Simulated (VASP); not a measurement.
Band structure of MoAs (space group Pnma). Calculation: LDA (Ceperley-Alder, Perdew-Zunger), VASP's LDA PAW potentials (set 64) (plane waves; VASP).

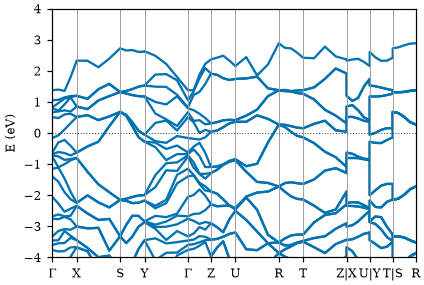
*Bands along high-symmetry lines, zero at the valence-band maximum or, without a gap, the Fermi level*

**Question.** Read the plot: is there a gap, and where are the band edges?

**Answer.** It has no gap at this level: it comes out as a metal or semimetal.

The structure comes from a computed database's MoAs entry (Pnma); how it stands against other phases isn't given here. The cell was not relaxed at this level. The k-mesh is coarse (spacing up to 0.37 per Å, 2π included), so the numbers may not be converged in it.
